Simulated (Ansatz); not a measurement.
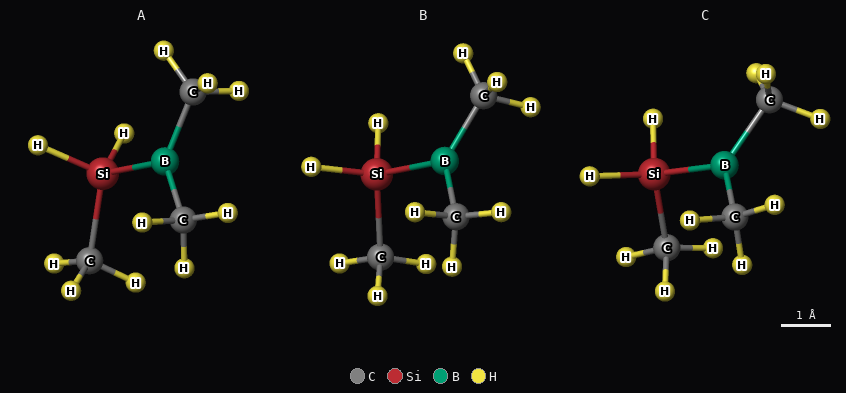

3 geometries from one relaxation of C3H11BSi, in shuffled order. A ball-and-stick model, seen from a free direction.

The run prepares an end point of a later path (torsion) calculation, from a guessed geometry.

Computed with RKS PBE/def2-SVP in Ansatz. (no spin polarisation; force threshold 0.015 eV/Å; at most 40 steps)

> Put them in the order of the run, from the start to the converged end.

C, B, A. They are steps 0, 14, 30, at +60.6 kJ/mol, +1.74 kJ/mol relative to the last. The atom that moves furthest after the best rigid fit is an H atom (1.11 Å). By element the largest moves are H 1.11 Å, C 0.50 Å, Si 0.39 Å, B 0.12 Å. Near-neighbour distances that change, for instance: C–H 1.000 → 1.109 Å, C–Si 1.809 → 1.902 Å, B–Si 1.954 → 2.044 Å, B–C 1.644 → 1.572 Å. Among the angles between lasting bonds that change: B–C–H 106.3° → 114.6°, H–C–H 112.9° → 105.5°, C–Si–B 108.7° → 115.6°. Groups turn about B–Si by about 40°, B–C by about 30°, B–C by about 25°. The energy falls by 60.6 kJ/mol in 26 accepted moves (30 points after the start). The largest force component goes from 5.9 to 0.012 eV/Å. The line search rejected the trial steps at points 2, 5, 13, 16 of the run. The forces were under the threshold at step 6, but the run went on from there. The run took 82 s on 2 threads of Arm Neoverse V2, with other jobs on the host, peak memory 0.16 GiB.
